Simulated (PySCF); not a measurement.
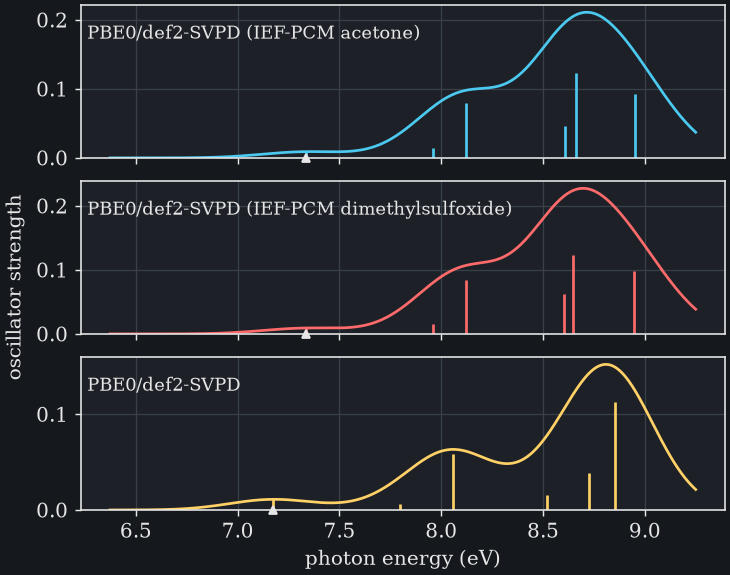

Vertical TDDFT spectra of CH₆OSi, SMILES C[SiH2]O at one geometry and several levels (PySCF, at a PBE0-D3(BJ)/def2-SVP geometry (no frequency check)); sticks with Gaussians of 1/e half-width 0.30 eV, the triangle marks S1, which has the same leading orbital pair at all these levels. Only the lowest states were computed, so the high end is incomplete.

**Order the levels by their S1 energy.**

From lowest to highest: PBE0/def2-SVPD 7.17 eV, PBE0/def2-SVPD (IEF-PCM acetone) 7.33 eV, PBE0/def2-SVPD (IEF-PCM dimethylsulfoxide) 7.34 eV; a spread of 0.16 eV.

Caveats, for all or some of the runs: core orbitals are frozen in the response; states above the negative HOMO energy depend on the basis.
